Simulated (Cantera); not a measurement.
Charge: 1 mol PH3, a varied amount of O2, at 3325 K and 1.10 bar.

Equilibrium computed with Cantera from the NASA thermochemical tables; the gas is ideal and each condensed phase is pure. Candidate condensed phases: H2O, P, P4O10; 17 gas species. Gases not in the tables: HPO2, HPO3 and P4O6. Kinetics and transport are ignored.

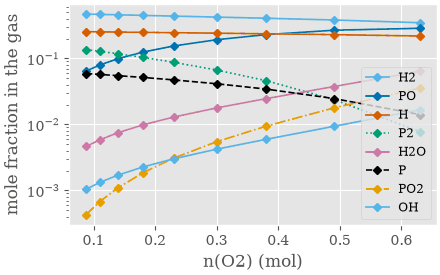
Equilibrium gas composition (values under 1e-9 drawn at 1e-9)

From 0.088 mol O2 to 0.63 mol O2 nothing is condensed.
